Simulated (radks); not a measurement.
System: atomic rhenium (Re), configuration [Xe] 4f14 5d5 6s2 (high spin). Theory: scalar-relativistic Kohn-Sham, SCAN, spin-polarised, spherical densities, finite nucleus (computed with the in-house radial solver radks).

```
Z 75
configuration [Xe] 4f14 5d5 6s2
relativity scalar-relativistic
functional scan,scan
spin polarised
nucleus finite rms 5.3698 fm
c 137.035999084
```

Launched within a batch that task.json describes:
```bash
python run_ks.py task.json out
```

Wanted: the number of electrons inside radius r (solid) and the radial density 4πr²ρ (dashed).

The count levels off at 75 electrons. Half of them lie within 0.395 bohr, 90 % within 1.41 bohr and 99 % within 3.67 bohr. The radial density has minima at 0.0235, 0.0998 and 0.289 bohr, where the count stands at 1.9, 11.0 and 29.9; these part the shells that the density resolves.

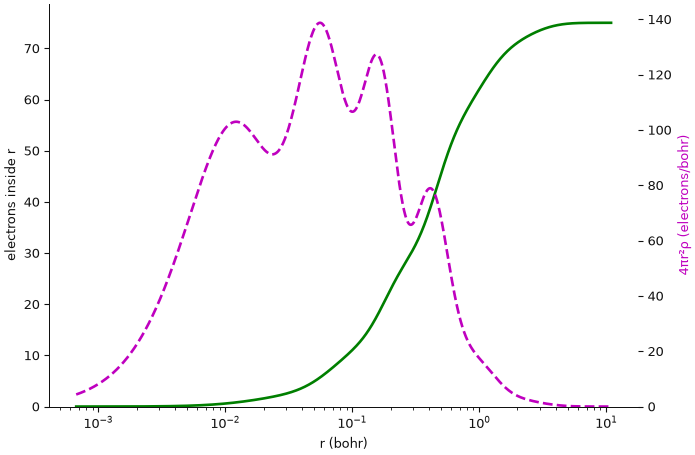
